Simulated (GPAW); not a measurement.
**Convergence study of the k-point mesh at a smearing width of 0.02 eV for Cu (Fm-3m, 1 atom in the cell)**

```xyz
1
Lattice="0.0000 1.8104 1.8104 1.8104 0.0000 1.8104 1.8104 1.8104 0.0000" Properties=species:S:1:pos:R:3 pbc="T T T"
Cu     0.0000     0.0000     0.0000
```

Level of theory: PBE, GPAW PAW datasets PBE (gpaw-data 1.0.1) (plane waves; GPAW).

Base settings: mode = pw; ecut = 800 eV; xc = PBE; kpts = 10 10 10; mesh shift (steps) = 0 0 0; occupations.name = methfessel-paxton; occupations.width = 0.1 eV; occupations.order = 0; nbands = -9; convergence.forces = 0.001 eV/Å.

In this ladder: occupations.width = 0.02 eV.

Only quantities that move along the ladder and can be compared are tabulated.

The count of work is k-points × plane waves × bands × iterations; it is no time. 

The starting cell has typed, rounded lattice constants, without a prior relaxation at this level. Its lattice was rescaled by up to half a per cent. Spin polarisation is off.

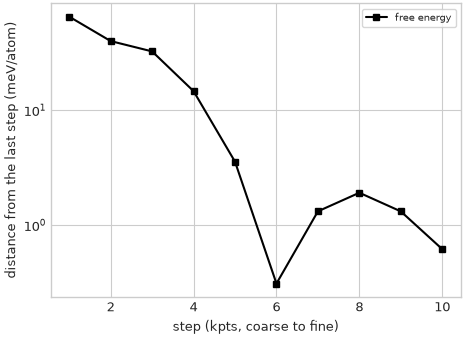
*Distance from the last step along the ladder; very small values are drawn at a floor.*

```tsv
kpts	free energy less the last step's (meV/atom)	pressure (GPa)	count of work / last
6 6 6	65.34	2.91	0.012
7 7 7	-40.07	1.59	0.015
8 8 8	32.58	2.64	0.029
10 10 10	14.69	2.10	0.044
12 12 12	3.57	1.63	0.053
14 14 14	-0.31	1.84	0.078
17 17 17	1.32	1.56	0.12
21 21 21	1.92	1.65	0.23
25 25 25	1.32	1.75	0.40
30 30 30	-0.62	1.75	0.56
37 37 37	0.00	1.77	1.0
```

Coarsest kpts that holds the pressure within 0.5 GPa of the last step, with all finer ones: 10 10 10, at 0.044 of the last step's count of work; the step before is off by 0.87 GPa.

Coarsest kpts that holds the free energy within 5 meV/atom of the last step, with all finer ones: 12 12 12, at 0.053 of the last step's count of work; the step before is off by 15 meV/atom.
